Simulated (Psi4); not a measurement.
**SiN2H5 (SMILES N[SiH]N): USVWN5/def2-SVPD**

Aim: the vertical electron affinity of SiN2H5 at USVWN5/def2-SVPD, from 2 runs. 

The results are computed with Psi4 1.11.

### 1 Starting point

The species is SiN2H5 (8 atoms), meant as a doublet with charge 0. SMILES: `N[SiH]N`. The coordinates come from a PBE0-D4/def2-TZVP relaxation. This is one conformer, not always the lowest.

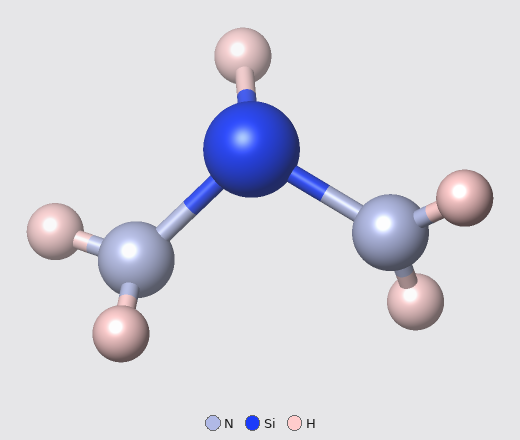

The structure, seen from a chosen angle (nitrogen light blue, silicon blue, hydrogen pink).

### 2 Energy and forces at USVWN5/def2-SVPD

job.in reads:

```
memory 2.2 GB

molecule {
  0 2
  N
  Si 1 1.712841
  N 2 1.72046 1 106.10273
  H 1 1.008265 2 122.17987 3 43.63343
  H 1 1.004655 4 112.76056 2 -160.06737
  H 2 1.504214 1 117.1628 5 86.90597
  H 3 1.007932 2 120.16142 6 -179.4117
  H 3 1.007558 7 111.47268 2 -147.47527
  symmetry c1
}

set basis def2-SVPD
set reference uks
set puream true
set e_convergence 1e-09
set d_convergence 1e-08
set scf_type pk
set dft_radial_points 99
set dft_spherical_points 590
set maxiter 100

energy_value, wavefunction = gradient("scf", dft_functional={"name": "SVWN5", "x_functionals": {"LDA_X": {}}, "c_functionals": {"LDA_C_VWN": {}}}, return_wfn=True)
oeprop(wavefunction, "LOWDIN_CHARGES", "DIPOLE", "WIBERG_LOWDIN_INDICES")
```

The run is started by

```bash
$ psi4 -i job.in -o job.out -n 1
```

job.out (excerpt; [...] marks lines left out):

```text
[...]
  Running in c1 symmetry.
[...]
  Nuclear repulsion =  111.028692667126492
[...]
  Multiplicity = 2
[...]
  Nalpha       = 17
  Nbeta        = 16
[...]
    Number of basis functions: 104
[...]
   @UKS iter   1:  -399.15540034842456    2.26092e-01   1.13026e-02 ADIIS/DIIS
[...]
   @UKS iter  13:  -399.76706300841875   -4.77485e-12   5.71358e-09 DIIS
[...]
   @S^2 Observed:                7.510169287E-01
[...]
    Orbital Energies [Eh]
    ---------------------
    Alpha Occupied:
       1A    -65.115981     2A    -13.854790     3A    -13.846745
       4A     -5.026765     5A     -3.472593     6A     -3.471568
       7A     -3.470286     8A     -0.773496     9A     -0.749874
      10A     -0.483961    11A     -0.454587    12A     -0.445868
      13A     -0.374099    14A     -0.326972    15A     -0.266091
      16A     -0.231138    17A     -0.140962
    Alpha Virtual:
      18A     -0.007346    19A     -0.003179    20A      0.038539
      21A      0.053621    22A      0.062917    23A      0.070961
      24A      0.074297    25A      0.092922    26A      0.107676
[...]
  @UKS Final Energy:  -399.76706300841875
   => Energetics <=
    Nuclear Repulsion Energy =            111.0286926671264922
    One-Electron Energy =                -773.3183786943507130
    Two-Electron Energy =                 296.9977618374284702
    DFT Exchange-Correlation Energy =     -34.4751388186229804
    Empirical Dispersion Energy =           0.0000000000000000
    VV10 Nonlocal Energy =                  0.0000000000000000
    Total Energy =                       -399.7670630084187451
[...]
  -Total Gradient:
     Atom            X                  Y                   Z
    ------   -----------------  -----------------  -----------------
       1       -0.001769572779     0.001778855638    -0.006063442935
       2       -0.006590168047    -0.007148245764    -0.004124074907
       3        0.004588232328    -0.004270714375     0.004775115100
       4        0.007601356921     0.009700247360     0.007622180349
       5       -0.004990574364    -0.010729780718     0.007057119054
       6        0.005237436866    -0.001526828149    -0.002513363194
       7       -0.009129675163     0.008619116179     0.005320413480
       8        0.005060920455     0.003582498391    -0.012067281292
[...]
 Multipole Moments:
 ------------------------------------------------------------------------------------
     Multipole            Electronic (a.u.)      Nuclear  (a.u.)        Total (a.u.)
 ------------------------------------------------------------------------------------
 L = 1.  Multiply by 2.5417464519 to convert [e a0] to [Debye]
 Dipole X            :          0.9275194           -0.9253270            0.0021924
 Dipole Y            :          0.7608781           -1.1673223           -0.4064442
 Dipole Z            :          0.3959725           -0.5978547           -0.2018821
 Magnitude           :                                                    0.4538261
[...]
```

It took 39 s on 1 thread of Intel Xeon Platinum 8259CL at 2.50GHz (Skylake/Cascade Lake), shared host; peak memory 0.76 GiB.

### 3 The singlet anion

h5n2si.dat reads:

```
memory 2200 MB

molecule {
  -1 1
  N     -1.027000     0.622100    -0.768300
  Si     0.527700     0.579900    -0.050700
  N      0.789500    -1.052600     0.425100
  H     -1.817900     0.144500    -0.364600
  H     -1.296600     1.349400    -1.406800
  H      0.716400     1.354100     1.225100
  H      0.730800    -1.794000    -0.255200
  H      1.468900    -1.260500     1.139500
  units angstrom
  symmetry c1
  no_reorient
  no_com
}

set {
  basis                def2-SVPD
  reference            rks
  puream               true
  e_convergence        1e-09
  d_convergence        1e-08
  scf_type             pk
  dft_radial_points    99
  dft_spherical_points 590
}

e, wfn = gradient('scf', dft_functional={"name": "SVWN5", "x_functionals": {"LDA_X": {}}, "c_functionals": {"LDA_C_VWN": {}}}, return_wfn=True)
oeprop(wfn, 'MULLIKEN_CHARGES', 'WIBERG_LOWDIN_INDICES', 'DIPOLE', title='SCF')
```

The run is started by

```bash
$ psi4 -i h5n2si.dat -o h5n2si.out -n 1
```

h5n2si.out (excerpt; [...] marks lines left out):

```text
[...]
  Running in c1 symmetry.
[...]
  Nuclear repulsion =  111.028710907775093
[...]
  Multiplicity = 1
[...]
  Nalpha       = 17
  Nbeta        = 17
[...]
    Number of basis functions: 104
[...]
   @RKS iter   1:  -398.97783301261558    4.03660e-01   1.21539e-02 ADIIS/DIIS
[...]
   @RKS iter  14:  -399.76455330117449   -1.02318e-12   1.31965e-09 DIIS
[...]
  @RKS Final Energy:  -399.76455330117449
   => Energetics <=
    Nuclear Repulsion Energy =            111.0287109077750927
    One-Electron Energy =                -780.1836645772823431
    Two-Electron Energy =                 304.0701089584161991
    DFT Exchange-Correlation Energy =     -34.6797085900834787
    Empirical Dispersion Energy =           0.0000000000000000
    VV10 Nonlocal Energy =                  0.0000000000000000
    Total Energy =                       -399.7645533011744874
[...]
  -Total Gradient:
     Atom            X                  Y                   Z
    ------   -----------------  -----------------  -----------------
       1        0.011934297025     0.007190891570    -0.001913643197
       2       -0.053026604286    -0.046832119191     0.046254505228
       3        0.016187483216     0.024384463244    -0.018990181193
       4        0.025513460943     0.011178396044    -0.011032028787
       5       -0.000774751748    -0.008307988324     0.008705932379
       6        0.009714876404     0.004253510467    -0.022223501470
       7       -0.002277458278     0.005322123787     0.009007721372
       8       -0.007261609086     0.002813916425    -0.009813813167
[...]
 Multipole Moments:
 ------------------------------------------------------------------------------------
     Multipole            Electronic (a.u.)      Nuclear  (a.u.)        Total (a.u.)
 ------------------------------------------------------------------------------------
 L = 1.  Multiply by 2.5417464519 to convert [e a0] to [Debye]
 Dipole X            :        -11.5475856           10.4443273           -1.1032583
 Dipole Y            :        -10.8573254            9.2570124           -1.6003130
 Dipole Z            :          5.8148920           -5.2424782            0.5724138
 Magnitude           :                                                    2.0262867
[...]
```

It took 25 s on 1 thread of Intel Xeon Platinum 8259CL at 2.50GHz (Skylake/Cascade Lake), shared host; peak memory 0.76 GiB.

### 4 Outcome

At USVWN5/def2-SVPD:

| quantity | value |
| --- | --- |
| doublet SiN2H5: total energy | -399.76706 Eh |
| doublet SiN2H5: dipole moment | 1.15 D |
| doublet SiN2H5: HOMO energy (highest over α and β) | -3.84 eV |
| doublet SiN2H5: LUMO energy (lowest over α and β) | -2.68 eV |
| doublet SiN2H5: ⟨S²⟩ | 0.751 |
| doublet SiN2H5: largest force on an atom | 0.745 eV/Å |
| singlet anion: total energy | -399.76455 Eh |
| singlet anion: HOMO energy | 2.62 eV |
| singlet anion: LUMO energy | 3.99 eV |
| singlet anion: HOMO–LUMO gap (to an unbound level, set by the basis) | 1.37 eV |
| singlet anion: largest force on an atom | 4.346 eV/Å |
| vertical electron affinity (to the singlet anion) | -0.068 eV |

The anion lies 0.07 eV (6.6 kJ/mol) above the neutral: the electron isn't bound at this level, and such a value depends on the basis. The largest force (doublet SiN2H5) is 0.75 eV/Å: the shape isn't a stationary point for this species at this level. Mulliken charges (singlet anion) run from -0.72 on Si2 to +0.05 on N3; in a basis this large or diffuse they mean little. The HOMO (singlet anion) lies at positive energy, 2.62 eV, as semi-local functionals often give for anions; only total energies tell whether the electron is bound.
